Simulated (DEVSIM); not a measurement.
Device: abrupt InP p-n junction, at 400 K.

```tsv
layer (left to right)	material	thickness (μm)	Nd (cm⁻³)	Na (cm⁻³)	τn (s)	τp (s)
1	InP	1.30	-	2e17	1.2e-8	1.2e-8
2	InP	1.70	5.2e16	-	1.2e-8	1.2e-8
```

Left contact: ohmic. Right contact: ohmic. Voltage is applied to the left contact. Recombination: SRH at mid-gap. Mobility is μmin + (μ − μmin)/(1 + (N/Nref)^α).

Constants are typed, rounded textbook-type inputs, not results; the design itself was drawn at random and stands for no fabricated device. Values at 300 K; Nc and Nv go as T^1.5, mobilities as T to minus their exponent, the gap by Varshni's rule with the affinity fixed.

| parameter | InP |
|---|---|
| gap (eV) | 1.344 |
| affinity (eV) | 4.38 |
| permittivity | 12.5 |
| Nc (cm⁻³) | 5.7e17 |
| Nv (cm⁻³) | 1.1e19 |
| μn (cm²/Vs) | 5200 |
| μp (cm²/Vs) | 170 |
| μn,min | 400 |
| μp,min | 10 |
| Nref,n | 3e17 |
| Nref,p | 4.9e17 |
| αn | 0.47 |
| αp | 0.62 |
| T exponent of μn | 2 |
| T exponent of μp | 2 |
| Varshni α (eV/K) | 0.000363 |
| Varshni β (K) | 162 |

Simulated with DEVSIM: 1D drift-diffusion, Boltzmann statistics, complete ionisation; no tunnelling, impact ionisation, image-force lowering or self-heating.

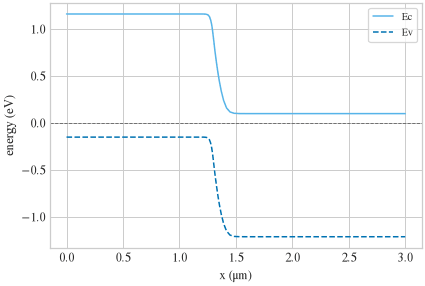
Fig. 1. Band edges at zero bias

Energies count from the Fermi level of the right contact; mesh points crowd at the junctions.

```csv
x (μm),Ec (eV),Ev (eV),n (cm⁻³),p (cm⁻³),field (V/cm)
0.000,1.158,-0.153,2200,2.0e17,≈ 0
0.02003,1.158,-0.153,2200,2.0e17,≈ 0
0.05615,1.158,-0.153,2200,2.0e17,≈ 0
0.1212,1.158,-0.153,2200,2.0e17,≈ 0
0.3086,1.158,-0.153,2200,2.0e17,≈ 0
0.5764,1.158,-0.153,2200,2.0e17,≈ 0
0.9037,1.158,-0.153,2200,2.0e17,≈ 0
1.133,1.158,-0.153,2200,2.0e17,≈ 0
1.218,1.158,-0.153,2300,2.0e17,-400
1.266,1.130,-0.181,5100,8.8e16,-23000
1.292,0.992,-0.320,280000,1.6e15,-88000
1.318,0.728,-0.584,6.0e8,7.5e11,-95000
1.353,0.442,-0.869,2.4e12,1.9e8,-68000
1.417,0.158,-1.153,8.8e15,50000,-22000
1.588,0.097,-1.214,5.2e16,8600,-14
1.842,0.097,-1.214,5.2e16,8600,≈ 0
2.278,0.097,-1.214,5.2e16,8600,≈ 0
2.613,0.097,-1.214,5.2e16,8600,≈ 0
2.846,0.097,-1.214,5.2e16,8600,≈ 0
2.926,0.097,-1.214,5.2e16,8600,≈ 0
2.970,0.097,-1.214,5.2e16,8600,≈ 0
3.000,0.097,-1.214,5.2e16,8600,≈ 0
```
